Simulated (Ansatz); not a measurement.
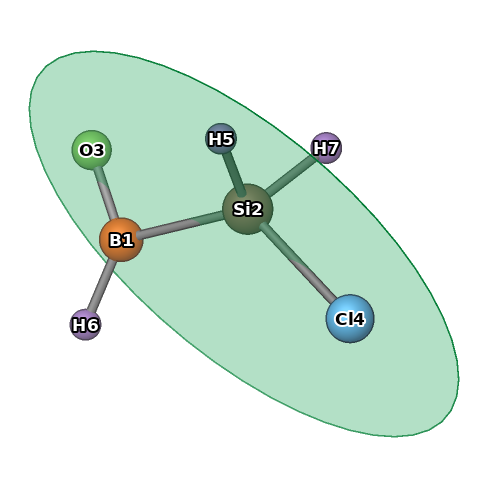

A disc through the centre of mass is drawn in. Atoms fade into the background with distance from the viewer. Charge −1, singlet. Computed geometry: PBE-D4/def2-SVPD optimisation. No frequency run is at hand to confirm it as a minimum.

> Is the plane of the disc a mirror plane of the structure?

No. The point group is Cs, with 1 mirror plane, and this plane isn't one of its mirror planes.
